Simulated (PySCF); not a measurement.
**C₃H₁₀O₃Si, SMILES `CO[SiH](OC)OC`: what the electrons do**

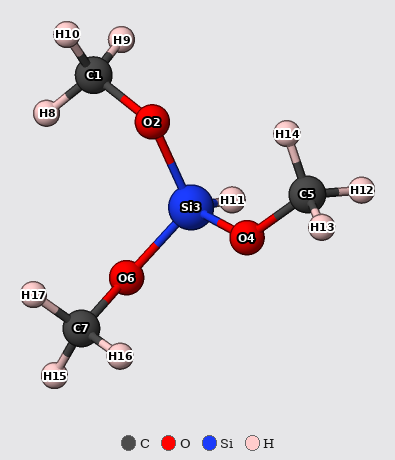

The molecule, with its atoms numbered as below. No frequency check shows the geometry to be a minimum.

Geometry (Å), atoms numbered from 1:

```
C1       1.2439    2.2642   -0.2300
O2       0.1611    1.3810   -0.3011
Si3     -0.0541    0.0054    0.5476
O4      -1.3817   -0.6715   -0.0779
C5      -2.6360   -0.0837   -0.2770
O6       1.1595   -1.0593    0.4703
C7       1.5238   -1.9534   -0.5461
H8       2.1891    1.7234   -0.1498
H9       1.1416    2.9180    0.6393
H10      1.2454    2.8688   -1.1382
H11     -0.0940    0.2429    1.9811
H12     -3.1598    0.0170    0.6764
H13     -3.2092   -0.7366   -0.9365
H14     -2.5375    0.9025   -0.7323
H15      2.2699   -2.6351   -0.1350
H16      0.6574   -2.5223   -0.8862
H17      1.9528   -1.4185   -1.3973
```

### 1. Bonding charge

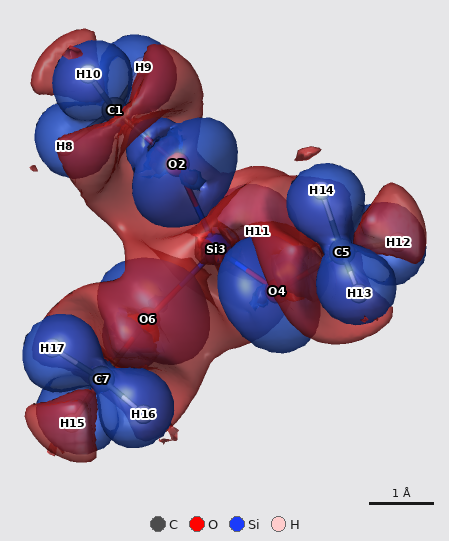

Deformation density (molecule less spherical, spin-averaged free atoms at the same positions), surfaces at ±0.04 e/Å³; blue: gain, red: loss.

Method: ωB97X/def2-TZVP; geometry: GFN2-xTB; program: PySCF.

**How much density has each bond gained at its critical point, relative to the free atoms?**

The five largest and four smallest: C5–H13: +0.80 e/Å³ at the bond critical point (bond length 1.09 Å, Mayer order 1.0). C5–H14: +0.80 e/Å³ at the bond critical point (bond length 1.09 Å, Mayer order 1.0). C7–H15: +0.80 e/Å³ at the bond critical point (bond length 1.09 Å, Mayer order 1.0). C1–H10: +0.80 e/Å³ at the bond critical point (bond length 1.09 Å, Mayer order 1.0). C7–H16: +0.79 e/Å³ at the bond critical point (bond length 1.09 Å, Mayer order 1.0). O2–Si3: +0.13 e/Å³ at the bond critical point (bond length 1.63 Å, Mayer order 1.2). C1–O2: +0.08 e/Å³ at the bond critical point (bond length 1.40 Å, Mayer order 0.9); up to 0.6 Å beside the axis the gain reaches +0.33 e/Å³. O6–C7: +0.07 e/Å³ at the bond critical point (bond length 1.40 Å, Mayer order 0.9); up to 0.6 Å beside the axis the gain reaches +0.33 e/Å³. O4–C5: +0.07 e/Å³ at the bond critical point (bond length 1.40 Å, Mayer order 0.9); up to 0.6 Å beside the axis the gain reaches +0.33 e/Å³. In all, 4.2 electrons gather in the regions of gain relative to the promolecule. A small or negative value marks a very polar bond, one between electron-rich atoms, whose free-atom densities already overlap strongly, a long bond to a heavier atom, or a closed-shell contact such as a hydrogen bond.

**Where do the Hirshfeld charges lie?**

The highest Hirshfeld charge is on Si3 (+0.51 e), the lowest on O2 (−0.24 e).

```tsv
atom	charge (e)
C1	−0.04
O2	−0.24
Si3	+0.51
O4	−0.23
C5	−0.04
O6	−0.23
C7	−0.04
H8	+0.04
H9	+0.04
H10	+0.05
H11	−0.09
H12	+0.04
H13	+0.05
H14	+0.04
H15	+0.05
H16	+0.04
H17	+0.04
```

### 2. Bond critical points

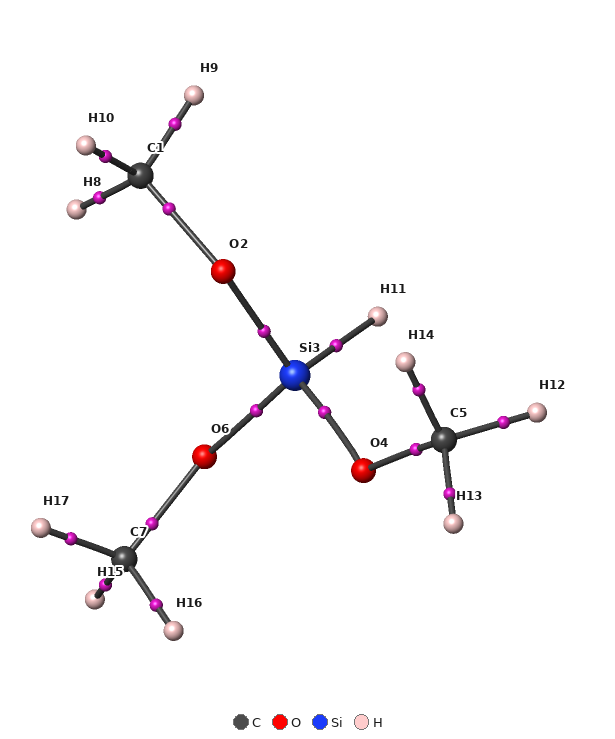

Molecular graph of the electron density (QTAIM): bond paths, bond critical points (magenta), ring points (cyan, if any); weak paths are dashed.

**How many critical points of each kind are there, and does the count close?**

17 nuclei, 16 bond, 0 ring and 0 cage critical points: 17 − 16 + 0 − 0 = 1, as the Poincaré–Hopf relation requires.

**Give the properties at the bond critical points.**

| bond | length (Å) | ρ (a.u.) | ∇²ρ (a.u.) | ε | H (a.u.) |
| --- | --- | --- | --- | --- | --- |
| C5–H13 | 1.091 | 0.287 | −1.03 | 0.05 | −0.292 |
| C5–H14 | 1.091 | 0.287 | −1.02 | 0.05 | −0.292 |
| C7–H15 | 1.091 | 0.287 | −1.02 | 0.05 | −0.292 |
| C1–H10 | 1.091 | 0.287 | −1.02 | 0.05 | −0.292 |
| C7–H16 | 1.091 | 0.287 | −1.02 | 0.05 | −0.291 |
| C1–H8 | 1.092 | 0.285 | −1.01 | 0.05 | −0.290 |
| C1–H9 | 1.092 | 0.285 | −1.01 | 0.05 | −0.289 |
| C5–H12 | 1.092 | 0.285 | −1.01 | 0.05 | −0.289 |
| C7–H17 | 1.093 | 0.284 | −1.01 | 0.05 | −0.288 |
| C1–O2 | 1.399 | 0.261 | −0.48 | 0.01 | −0.380 |
| O4–C5 | 1.399 | 0.260 | −0.45 | 0.01 | −0.378 |
| O6–C7 | 1.402 | 0.259 | −0.47 | 0.01 | −0.375 |
| Si3–O4 | 1.616 | 0.148 | +0.93 | 0.09 | −0.054 |
| Si3–O6 | 1.616 | 0.147 | +0.93 | 0.08 | −0.053 |
| O2–Si3 | 1.631 | 0.143 | +0.87 | 0.09 | −0.052 |
| Si3–H11 | 1.454 | 0.132 | +0.16 | 0.02 | −0.088 |

**What kind of interaction is O2–Si3?**

Polar or intermediate (positive Laplacian, negative energy density H): ρ = 0.143, ∇²ρ = +0.87, H = −0.052 a.u.

### 3. Local ionisation energy

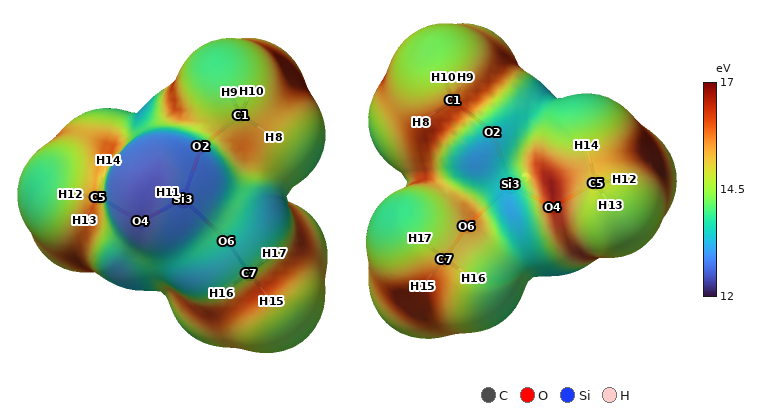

Average local ionisation energy on the surface of electron density 0.001 a.u. (back view left, front view right).

**Locate the minima of the map.**

The lowest value is 12.5 eV, 1.5 Å from H11. Further minima include 13.1 eV, 1.9 Å from O2; 13.2 eV, 1.9 Å from O6; 13.2 eV, 1.9 Å from O4. For comparison, the highest occupied orbital lies at −10.7 eV.

**What volume does the surface enclose, and what is the dipole moment?**

About 161 Å³; the dipole moment is 1.1 D.

### 4. In an electric field

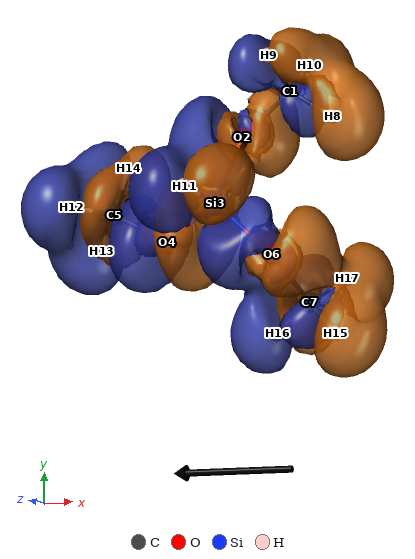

Change of the electron density in a uniform field of 0.21 V/Å along −x (arrow), surfaces at ±0.001 e/Å³ (orange: gain, blue: loss).

Method: ωB97X/def2-TZVP; geometry: GFN2-xTB; program: PySCF. A basis without diffuse functions makes polarisabilities too small.

The field was applied in both directions; the picture shows the one opposite to the script's first.

**How large is the response?**

The induced dipole is 0.74 D (along the field); α along this axis, from the fields in both directions, is 73 bohr³ (10.8 Å³).

The PySCF runs shown took 53 s and 2.1 min on 1 thread of Intel(R) Xeon(R) Platinum 8259CL CPU @ 2.50GHz (Skylake/Cascade Lake), with other jobs on the host.
